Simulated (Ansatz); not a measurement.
Base system: SnHgF6 (space group R-3, No. 148; a cell from a computed database, its experimental status unchecked).

```yaml
crystal:
  lattice:
    - [2.69682, 1.55701, 5.00733]
    - [-2.69682, 1.55701, 5.00733]
    - [0.00000, -3.11402, 5.00733]
  atoms:
    - { symbol: Sn, position: [0.00000, 0.00000, 0.00000] }
    - { symbol: Hg, position: [0.50000, 0.50000, 0.50000] }
    - { symbol: F, position: [0.08747, 0.37091, 0.77141] }
    - { symbol: F, position: [0.91253, 0.62909, 0.22859] }
    - { symbol: F, position: [0.77141, 0.08747, 0.37091] }
    - { symbol: F, position: [0.22859, 0.91253, 0.62909] }
    - { symbol: F, position: [0.37091, 0.77141, 0.08747] }
    - { symbol: F, position: [0.62909, 0.22859, 0.91253] }
```

Cartesian axes are those of the cell as printed.

The change: biaxial strain +2.16 %, plane normal [001], relaxed out of plane (Cartesian); in-plane vectors clamped, the third vector and the atoms free.

All numbers come from PBEsol/PAW in Ansatz (a quantum-chemistry and plane-wave program), no spin-orbit coupling.

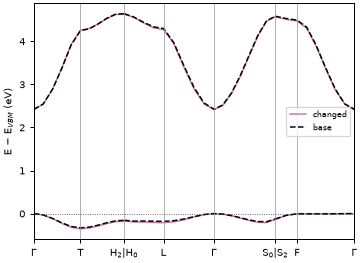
Fig. 1. Highest valence and lowest conduction band along the path, each from its own valence-band maximum

From the figure, how large is the changed gap, and is it direct?

About 2.4 eV, direct at Γ.

Spin-orbit coupling, missing from the scalar runs, can matter with Hg. Whether these cells are dynamically stable was not tested.
